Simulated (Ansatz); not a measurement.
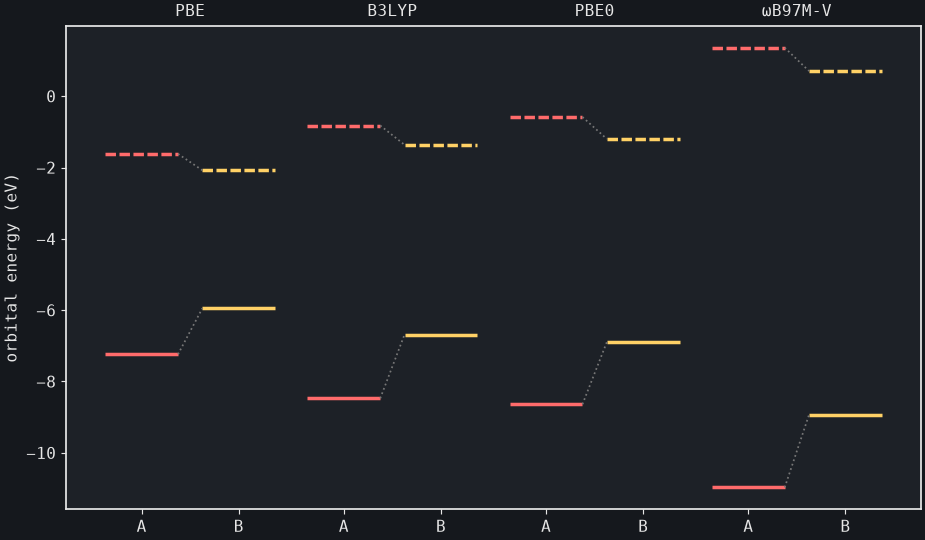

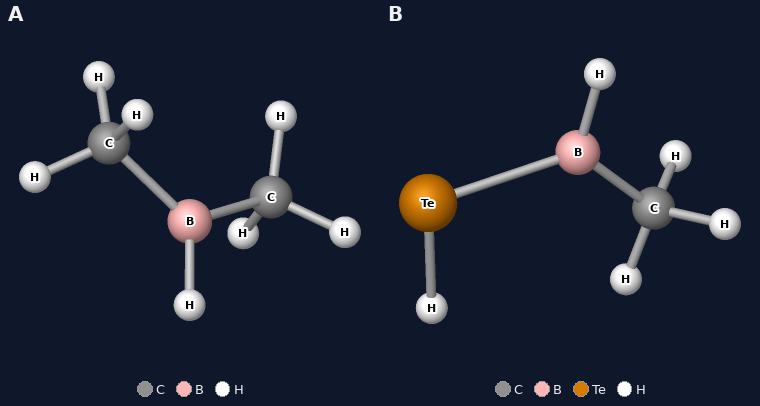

One change: A, C₂H₇B (SMILES CBC), becomes B, CH₅BTe (SMILES CB[TeH]). CH₃ on B is replaced by TeH. HOMO (solid) and LUMO (dashed) computed in def2-TZVPP at PBE0-D4/def2-TZVP geometries, both minima by their frequencies, gas phase, the Ansatz code. Empty levels above zero depend strongly on the basis.

> What does the change do to HOMO and LUMO?

PBE: the HOMO rises by 1.29 eV, the LUMO falls by 0.46 eV, and the separation goes from 5.62 to 3.87 eV. B3LYP: the HOMO rises by 1.79 eV, the LUMO falls by 0.54 eV, and the separation goes from 7.65 to 5.32 eV. PBE0: the HOMO rises by 1.74 eV, the LUMO falls by 0.61 eV, and the separation goes from 8.05 to 5.70 eV. ωB97M-V: the HOMO rises by 2.04 eV, the LUMO falls by 0.65 eV, and the separation goes from 12.33 to 9.64 eV.

> Do the functionals agree on the effect?

They agree on the direction for both levels; the HOMO shift lies between 1.29 and 2.04 eV and the LUMO shift between −0.65 and −0.46 eV, while the separations themselves differ by up to 6.7 eV between functionals.

Caveats: core potentials past krypton; spin-orbit coupling is left out, and with Te it can shift these values.
